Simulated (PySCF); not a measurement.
Input

```
{"job": {"xc": "PBE0", "basis": "pcSseg-1", "solvent": "chloroform", "kind": "nmr", "pop": true}, "charge": 0, "multiplicity": 1}
C      3.450881    -1.251587     0.209401
C      2.276630    -0.957192     0.125049
C      0.891486    -0.614454     0.025442
C     -0.086060    -1.622545    -0.011824
C     -1.425592    -1.259538    -0.106916
C     -1.806671     0.076652    -0.165186
C     -0.840339     1.097726    -0.128474
N     -1.206669     2.422558    -0.233030
C      0.510652     0.732763    -0.033158
H      4.490014    -1.513508     0.283694
H      0.213660    -2.670041     0.034967
H     -2.194922    -2.035034    -0.135956
H     -2.864675     0.341114    -0.243253
H     -2.162744     2.649860     0.003218
H     -0.535948     3.107243     0.088243
H      1.282700     1.504926    -0.005777
```

Run with:

```sh
OMP_NUM_THREADS=1 python ens_run.py task.json out
```

Geometry: PBE0-D3(BJ)/def2-SVP.

These are results of PBE0/pcSseg-1, SCF density, in a chloroform solvent model, non-relativistic in PySCF 2.14.0, not measurements.

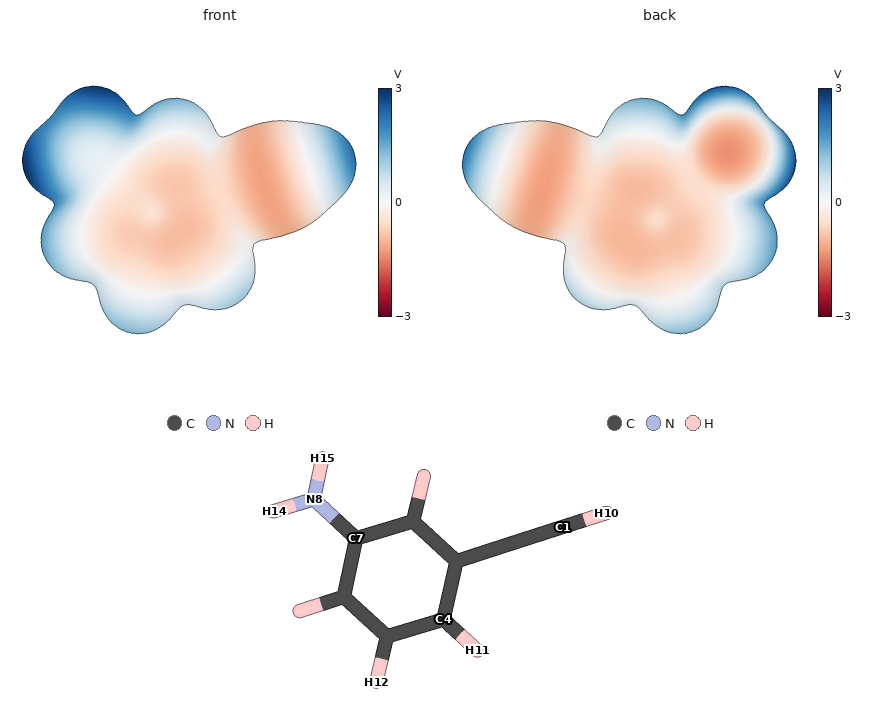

C8H7N (SMILES C#Cc1cccc(N)c1). The molecular electrostatic potential painted on the density surface at 0.004 e/bohr³, seen from the front and from behind; the colour scale runs from red (negative) to blue (positive). The bare structure is drawn below in the same view.

> Which sites attract a positive test charge, and which a negative one?

A positive charge is drawn to the negative regions and a negative charge to the positive ones. The most negative region (about −1.3 V) lies over N8, the most positive (about +2.8 V) over H14 and H15. N8 is the likeliest acceptor of a hydrogen bond.
